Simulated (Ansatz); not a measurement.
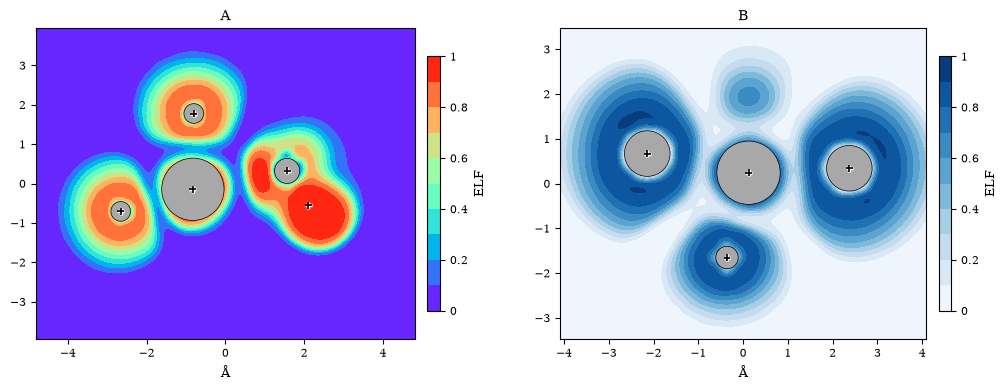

The ELF of 2 systems, each on a plane through atoms (crosses mark nuclei in the plane; grey discs cover the cores).

Computed with Ansatz 0.2.0, RKS r2SCAN-D4/def2-SVP.

System 1: F$_{2}$H$_{6}$N$_{2}$Zr, the plane of atoms Zr1, N2 and H11. Core potentials replace the inner electrons of Zr.

```json
{"atom": "Zr", "x (Å)": "-0.4486", "y (Å)": "0.2487", "z (Å)": "-0.1914"}
{"atom": "N", "x (Å)": "-0.1997", "y (Å)": "-0.3813", "z (Å)": "2.1503"}
{"atom": "H", "x (Å)": "0.4074", "y (Å)": "-1.1783", "z (Å)": "2.3560"}
{"atom": "H", "x (Å)": "0.1937", "y (Å)": "0.4173", "z (Å)": "2.6536"}
{"atom": "F", "x (Å)": "1.4457", "y (Å)": "0.5247", "z (Å)": "0.0888"}
{"atom": "F", "x (Å)": "-0.8522", "y (Å)": "0.8599", "z (Å)": "-1.9671"}
{"atom": "N", "x (Å)": "-1.2619", "y (Å)": "-1.6237", "z (Å)": "-0.2900"}
{"atom": "H", "x (Å)": "-1.7577", "y (Å)": "-1.9175", "z (Å)": "-1.1343"}
{"atom": "H", "x (Å)": "-1.1204", "y (Å)": "-2.4532", "z (Å)": "0.2839"}
{"atom": "H", "x (Å)": "-1.5814", "y (Å)": "1.4242", "z (Å)": "0.7517"}
{"atom": "H", "x (Å)": "-1.1112", "y (Å)": "-0.5694", "z (Å)": "2.5717"}
```

System 2: Cl$_{2}$FH$_{5}$OW, the plane of atoms F2, W1 and Cl4. Core potentials replace the inner electrons of W.

```yaml
atoms:
  - { symbol: W, position_ang: [-0.0959, -0.1399, 0.1676] }
  - { symbol: F, position_ang: [-0.7789, -0.5609, 1.9485] }
  - { symbol: H, position_ang: [1.0019, -0.4570, -1.0938] }
  - { symbol: Cl, position_ang: [0.8553, 1.8978, 0.2998] }
  - { symbol: H, position_ang: [-1.5495, 0.6076, -0.2350] }
  - { symbol: Cl, position_ang: [-0.8491, -2.2239, -0.4581] }
  - { symbol: H, position_ang: [-0.3886, 0.1371, -1.4700] }
  - { symbol: O, position_ang: [1.6576, -1.0440, 1.3928] }
  - { symbol: H, position_ang: [2.2556, -1.7192, 1.0418] }
  - { symbol: H, position_ang: [1.2479, -1.3924, 2.2036] }
```

Which map belongs to which system?

Panel A is system 1, F$_{2}$H$_{6}$N$_{2}$Zr: the plane holds Zr, N, F and H. Zr–F (1.92 Å): the ELF peaks at about 0.85 in the valence shell of F, 0.5 Å from its nucleus, and drops to about 0.20 between the two atoms. Panel B is system 2, Cl$_{2}$FH$_{5}$OW: the plane holds W, F and Cl. W–F (1.95 Å): the ELF peaks at about 0.85 in the valence shell of F, 0.5 Å from its nucleus, and drops to about 0.20 between the two atoms.
